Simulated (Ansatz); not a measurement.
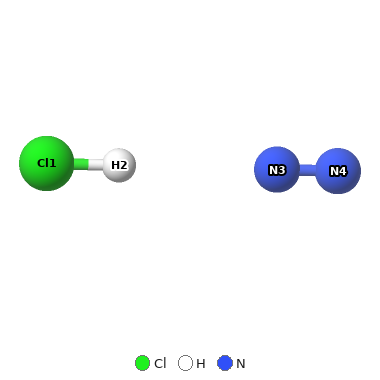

The system is the pair ClH···N₂; the picture shows the reference structure. The turn is about an axis along (−0.68, −0.73, −0.04) in the frame of the relaxed pair, normal to the line between the partners. Coordinates scanned: (1) distance N3···Cl1; (2) turn of Cl1, H2 about its own atom Cl1. Grid: 15 × 15 points; 167 points were computed and 58 follow by symmetry. Points are written as (first, second). Energies are in kcal/mol, from the two partners far apart, frozen as in the relaxed pair, each in its own basis (no counterpoise correction). Level of theory: RHF/def2-TZVPD (Ansatz).

Its coordinates:

```xyz
4

Cl   -0.1467    0.2690   -2.5861
H    -0.0753    0.1383   -1.3281
N     0.0808   -0.1484    1.4280
N     0.1413   -0.2589    2.4863
```

Range: distance N3···Cl1 from 3.395 to 5.395 Å; turn of Cl1, H2 about its own atom Cl1 from −180 to 156°.

> What landscape does the calculation give?

The lowest grid point is at (4.006 Å, −12°), −0.47 kcal/mol from the two partners far apart, frozen as in the relaxed pair, each in its own basis (no counterpoise correction). The bottom of the well lies between grid points, at about (4.046 Å, 0°), about 0.05 kcal/mol lower on the interpolated surface. A higher local minimum lies near (4.153 Å, −180°) (0.43 kcal/mol above the lowest at that grid point). The highest grid point, (3.395 Å, −84°), lies 1.64 kcal/mol above the lowest. Round the minimum the two coordinates are nearly uncoupled.

```csv
"second ↓, first →",3.395,3.445,3.527,3.627,3.742,3.869,4.006,4.153,4.309,4.473,4.644,4.822,5.007,5.198,5.395
156,0.43,0.35,0.24,0.16,0.09,0.05,0.02,0.00,0.00,−0.01,0.00,0.00,0.00,0.00,0.00
132,0.85,0.73,0.56,0.41,0.29,0.20,0.14,0.10,0.07,0.05,0.04,0.03,0.03,0.02,0.02
108,1.16,1.00,0.78,0.58,0.42,0.30,0.22,0.16,0.12,0.09,0.07,0.06,0.05,0.04,0.03
84,1.17,1.00,0.78,0.57,0.41,0.28,0.19,0.13,0.10,0.07,0.05,0.04,0.03,0.03,0.02
60,0.99,0.83,0.61,0.42,0.26,0.15,0.08,0.03,0.00,−0.01,−0.02,−0.02,−0.02,−0.02,−0.02
36,0.89,0.67,0.40,0.18,0.00,−0.10,−0.17,−0.19,−0.19,−0.18,−0.17,−0.15,−0.13,−0.11,−0.10
12,0.83,0.55,0.19,−0.11,−0.31,−0.42,−0.47,−0.46,−0.43,−0.39,−0.34,−0.29,−0.25,−0.21,−0.18
−12,0.83,0.55,0.19,−0.11,−0.31,−0.42,−0.47,−0.46,−0.43,−0.39,−0.34,−0.29,−0.25,−0.21,−0.18
−36,0.89,0.68,0.41,0.18,0.01,−0.10,−0.17,−0.19,−0.19,−0.18,−0.17,−0.15,−0.13,−0.11,−0.10
−60,0.99,0.83,0.61,0.42,0.26,0.15,0.08,0.03,0.00,−0.01,−0.02,−0.02,−0.02,−0.02,−0.02
−84,1.17,1.00,0.78,0.57,0.41,0.28,0.20,0.13,0.10,0.07,0.05,0.04,0.03,0.03,0.02
−108,1.16,1.00,0.78,0.58,0.42,0.30,0.22,0.16,0.12,0.09,0.07,0.06,0.05,0.04,0.03
−132,0.85,0.73,0.56,0.41,0.29,0.20,0.14,0.10,0.07,0.05,0.04,0.03,0.03,0.02,0.02
−156,0.43,0.35,0.24,0.16,0.09,0.05,0.02,0.00,0.00,−0.01,0.00,0.00,0.00,0.00,0.00
−180,0.23,0.17,0.10,0.04,0.00,−0.02,−0.03,−0.04,−0.03,−0.03,−0.02,−0.02,−0.01,−0.01,−0.01
```

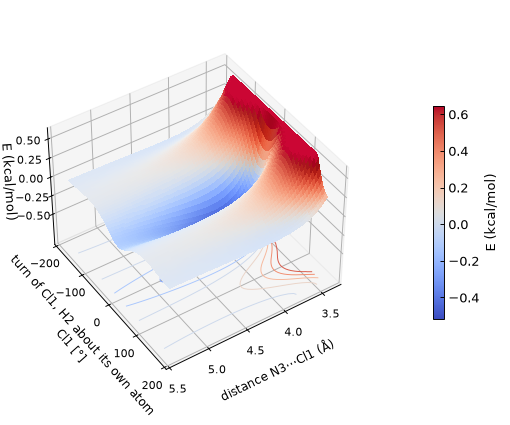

In the figure: a relief with its contours projected below, any walls above the top of the colour scale cut off. Between grid points the surface is interpolated.

Time for the 167 points that were run: 4.8 min on 1 thread of Arm Neoverse V1, with other jobs on the host.
